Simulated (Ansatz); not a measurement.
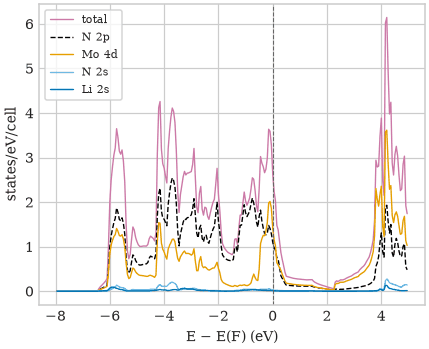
Fig. 1. Total and projected density of states of LiMoN$_{2}$ in space group R3m (No. 160; Li on 3a, Mo on 3a, N on 3a, N on 3a), plane-wave PAW r²SCAN (Ansatz code)

Question: Which orbitals carry the states next to the Fermi level?

Answer: Within 0.5 eV of the Fermi level: Mo 4d 48 %, N 2p 47 %. Projections are on Löwdin-orthogonalised atomic valence shells; empty p or d shells of many metals are not among them.

Question: Where is the tallest occupied peak in this window, and what makes it?

Answer: Near -4.1 eV, about 4.3 states/eV per cell; the largest projected share is N 2p.

The workflow started from a Materials Project entry (that database holds measured and hypothetical structures alike); the Crystallography Open Database copy checked does not list it. Whether it is the stable phase at ambient conditions was not checked. Symmetry was held in the r²SCAN relaxation; whether a distortion lowers the energy is not shown. The run is not spin-polarised. With an odd number of electrons in the cell and no spin polarisation, the count alone makes it a metal. Spin–orbit coupling is left out wherever it is not named.

Potentials: the later of the program's two PAW sets.
